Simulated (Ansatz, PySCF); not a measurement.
Bond stretch in BeH (cation, charge +1), singlet.

- RKS-PBE = restricted PBE/aug-cc-pVTZ run with Ansatz (an electronic-structure program)
- RHF/aug-cc-pVTZ (Ansatz)
- UKS-M06-2X/6-31G* = unrestricted M06-2X/6-31G*, spherical d in PySCF 2.14.0

Energies are in eV, each relative to the lowest point of its own curve near equilibrium.

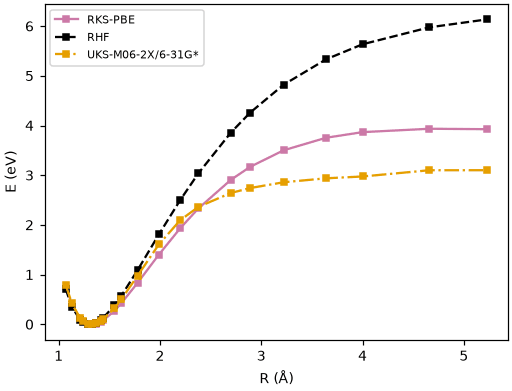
Fig. 1. Energy against bond length for each method.

```csv
R / Å,RKS-PBE,RHF,UKS-M06-2X/6-31G*
1.07,0.767,0.707,0.793
1.13,0.410,0.357,0.421
1.21,0.129,0.093,0.129
1.24,0.069,0.041,0.067
1.29,0.012,0.000,0.010
1.33,0.000,0.002,0.000
1.37,0.012,0.030,0.017
1.42,0.055,0.096,0.069
1.44,0.079,0.130,0.099
1.55,0.270,0.379,0.324
1.62,0.426,0.577,0.506
1.78,0.837,1.093,0.980
1.99,1.403,1.811,1.610
2.20,1.933,2.500,2.095
2.38,2.333,3.039,2.363
2.70,2.907,3.857,2.643
2.89,3.168,4.258,2.742
3.22,3.501,4.820,2.858
3.64,3.754,5.331,2.938
4.00,3.866,5.634,2.974
4.66,3.934,5.975,3.100
5.23,3.926,6.135,3.100
```

At the longest distance, 5.23 Å, RHF lies highest above its minimum (6.135 eV) and UKS-M06-2X/6-31G* lowest (3.100 eV).

The restricted form behind RKS-PBE, RHF keeps the bonding electrons paired and can't separate into open-shell fragments. The unrestricted determinant behind UKS-M06-2X/6-31G* is spin-contaminated at 1.99 to 5.23 Å (<S²> up to 1.0, against 0.00 for a pure singlet).
